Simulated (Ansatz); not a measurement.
Cubic perovskite CsHgCl₃, treated with PBEsol (plane waves, PAW; Ansatz, an electronic-structure program).

Settings: plane-wave cutoff 520 eV, 10×10×10 k mesh, Fermi–Dirac smearing 0.05 eV, scalar-relativistic PAW data made under PBE.

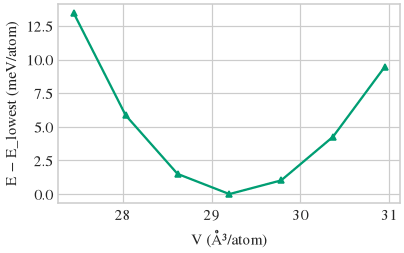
Figure. Total energy against volume

Task: From the curve, estimate the equilibrium volume and the bulk modulus.

Result: V0 ≈ 29.2 Å³/atom and B0 ≈ 34 GPa; the fit gives V0 = 29.244 Å³/atom, B0 = 34.2 GPa, B′ = 5.2.

Measured, for comparison: equilibrium volume per atom 31.67 Å³/atom (temperature not stated, not corrected to a static lattice; as tabulated in Moreira and Dias (2007), arXiv:cond-mat/0703451). Computed (rounded) less measured: equilibrium volume per atom -7.7 %.

Note: the relaxation could not lower the start's symmetry, so the cell can be a saddle point above a distorted one; the volume lies 9 % below that of the published cell.

Spin–orbit coupling is not included; it can open a gap where bands touch, and shift volumes and moduli.

Static lattice: no zero-point or thermal effects.
